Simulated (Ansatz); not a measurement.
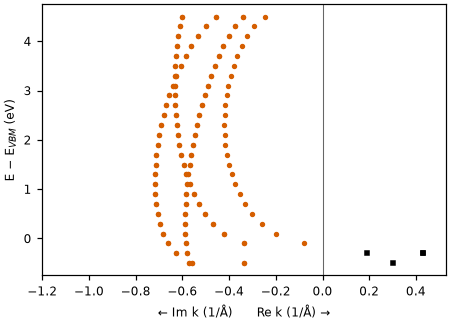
*Complex bands at the centre of the two-dimensional zone; r2SCAN (Ansatz, a quantum-chemistry and plane-wave program)*

The gap is the functional's own, uncorrected, and κ follows it; spin-orbit coupling is left out. Mid-gap means the computed energy nearest the middle.

### Question
This is La$_{2}$O$_{3}$ (P-3m1, 5 atoms a cell, 16.4 Å³ an atom) along the normal of (001). Read off the slowest decay at the centre of the two-dimensional zone at 2.10 eV, the computed energy nearest the middle of the gap.

### Answer
κ ≈ 0.42 1/Å, a decay length 1/(2κ) of the density of 1.2 Å.
